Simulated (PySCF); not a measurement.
C3H9ClSi, SMILES `C[Si](C)(C)Cl`.

PySCF calculation, B3LYP/6-31G*, gas phase; geometry: GFN2-xTB. No frequency check shows the geometry to be a minimum. GFN2-xTB bond lengths at metals and heavier atoms can be off by up to 0.1 Å and shapes distorted, which carries into these values.

Coordinates in Å:

```
C1      -0.8978   -1.3515    1.2035
Si2     -0.3029    0.0004    0.0001
C3      -0.9032   -0.3640   -1.7697
C4      -0.8947    1.7196    0.5697
Cl5      1.7417   -0.0022   -0.0021
H6      -1.9818   -1.3957    1.2409
H7      -0.5395   -1.1700    2.2118
H8      -0.5504   -2.3307    0.9023
H9      -0.5400   -1.3293   -2.1197
H10     -1.9873   -0.3782   -1.8225
H11     -0.5480    0.3851   -2.4702
H12     -1.9786    1.7757    0.5904
H13     -0.5329    1.9488    1.5723
H14     -0.5359    2.5016   -0.0920
```

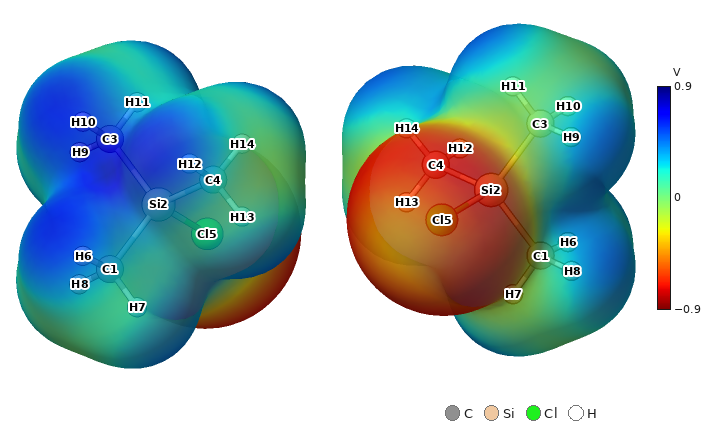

Electrostatic potential on the surface of electron density 0.001 a.u. (back view left, front view right).

Question: Where are the extremes of the potential on the surface?

Answer: Highest: 0.81 V, near H10 (1.88 Å), H12 (1.90 Å) and H6 (2.03 Å). Further maxima include 0.48 V, 1.3 Å from H8, and at like points elsewhere. Lowest: −0.71 V, 2.1 Å from Cl5, and at like points elsewhere. Further minima include −0.01 V, near H14 (1.76 Å), H13 (1.81 Å) and C4 (1.97 Å), and at like points elsewhere. The surface is sampled at points, so like sites can differ by a few per cent and only the strongest of them is named.
